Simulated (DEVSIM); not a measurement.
Structure: Schottky contact on n-type GaN, at 300 K.

| layer (left to right) | material | thickness (μm) | Nd (cm⁻³) | τn (s) | τp (s) |
|---|---|---|---|---|---|
| 1 | GaN | 6.70 | 8.7e16 | 7e-9 | 7e-9 |
| 2 | GaN | 1.60 | 9.7e17 | 7e-9 | 7e-9 |

Left contact: Schottky, work function 5.05 eV, emission velocity 8.5e6 cm/s. Right contact: ohmic. Voltage is applied to the left contact. Recombination: SRH at mid-gap. Mobility is constant in doping.

The device is made up for the run: typed textbook-type constants, with dimensions and the other settings drawn at random. Values at 300 K.

```csv
parameter,GaN
gap (eV),3.43
affinity (eV),4.1
permittivity,9.5
Nc (cm⁻³),2.3e18
Nv (cm⁻³),4.6e19
μn (cm²/Vs),1200
μp (cm²/Vs),100
```

Model (solved in DEVSIM): 1D drift-diffusion, Boltzmann statistics, complete ionisation; no tunnelling, impact ionisation, image-force lowering or self-heating. Metal contacts follow the ideal Schottky-Mott rule: no Fermi-level pinning, no interface dipoles.

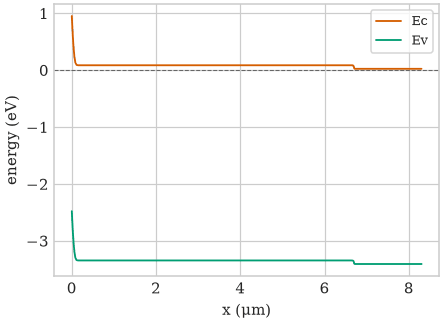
Figure. Band edges at zero bias

Energies count from the Fermi level of the right contact; mesh points crowd at the junctions.

| x (μm) | Ec (eV) | Ev (eV) | n (cm⁻³) | p (cm⁻³) | field (V/cm) |
|---|---|---|---|---|---|
| 0.000 | 0.950 | -2.480 | 250 | < 1e2 | -170000 |
| 0.02597 | 0.573 | -2.857 | 5.5e8 | < 1e2 | -120000 |
| 0.08412 | 0.132 | -3.298 | 1.4e16 | < 1e2 | -29000 |
| 0.2004 | 0.085 | -3.345 | 8.7e16 | < 1e2 | ≈ 0 |
| 0.5944 | 0.085 | -3.345 | 8.7e16 | < 1e2 | ≈ 0 |
| 1.259 | 0.085 | -3.345 | 8.7e16 | < 1e2 | ≈ 0 |
| 2.636 | 0.085 | -3.345 | 8.7e16 | < 1e2 | ≈ 0 |
| 5.162 | 0.085 | -3.345 | 8.7e16 | < 1e2 | ≈ 0 |
| 5.971 | 0.085 | -3.345 | 8.7e16 | < 1e2 | ≈ 0 |
| 6.361 | 0.085 | -3.345 | 8.7e16 | < 1e2 | ≈ 0 |
| 6.556 | 0.085 | -3.345 | 8.7e16 | < 1e2 | ≈ 0 |
| 6.661 | 0.083 | -3.347 | 9.2e16 | < 1e2 | -1200 |
| 6.695 | 0.059 | -3.371 | 2.4e17 | < 1e2 | -25000 |
| 6.717 | 0.023 | -3.407 | 9.6e17 | < 1e2 | -640 |
| 6.782 | 0.022 | -3.408 | 9.7e17 | < 1e2 | ≈ 0 |
| 6.902 | 0.022 | -3.408 | 9.7e17 | < 1e2 | ≈ 0 |
| 7.138 | 0.022 | -3.408 | 9.7e17 | < 1e2 | ≈ 0 |
| 7.592 | 0.022 | -3.408 | 9.7e17 | < 1e2 | ≈ 0 |
| 8.052 | 0.022 | -3.408 | 9.7e17 | < 1e2 | ≈ 0 |
| 8.191 | 0.022 | -3.408 | 9.7e17 | < 1e2 | ≈ 0 |
| 8.262 | 0.022 | -3.408 | 9.7e17 | < 1e2 | ≈ 0 |
| 8.300 | 0.022 | -3.408 | 9.7e17 | < 1e2 | ≈ 0 |
